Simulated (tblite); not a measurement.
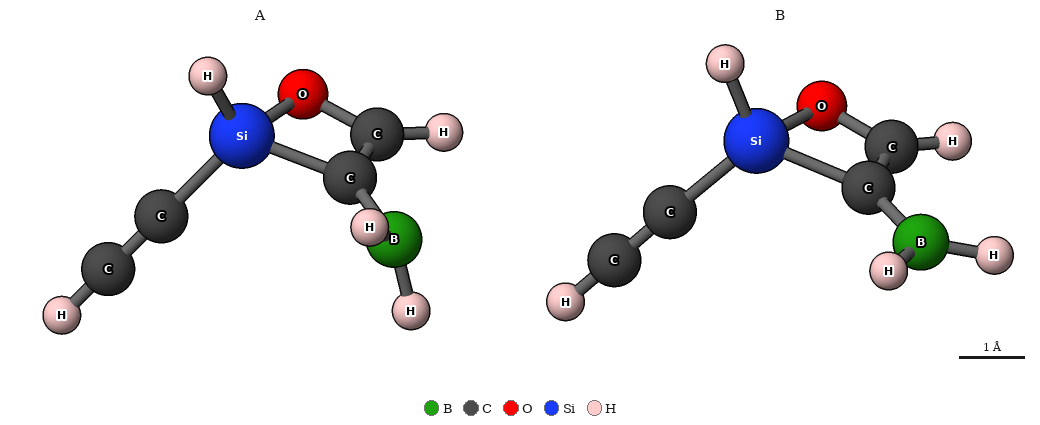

Two geometries of C4H5BOSi, drawn at one scale. One is the start of a relaxation, the other its converged end. Style: ball-and-stick. Shown at a tilt.

Level of theory: tblite 0.8.0, GFN2-xTB geometry optimisation, gas phase. 

Which geometry has the lower energy?

Structure B is the relaxed one. After 90 geometry steps the energy has fallen by 80.5 kJ/mol. An H atom moves most after the best rigid fit: 1.32 Å. Largest moves by element: H 1.32 Å, C 0.26 Å, O 0.19 Å, B 0.15 Å, Si 0.12 Å. Near-neighbour distances that change, for instance: C–Si 1.796 → 1.901 Å, B–C 1.565 → 1.512 Å, C–C 1.307 → 1.358 Å, O–Si 1.698 → 1.748 Å. Bond angles that change, for instance: O–C–H 129.3° → 117.8°, B–C–Si 133.7° → 144.2°, O–Si–H 117.8° → 107.4°.
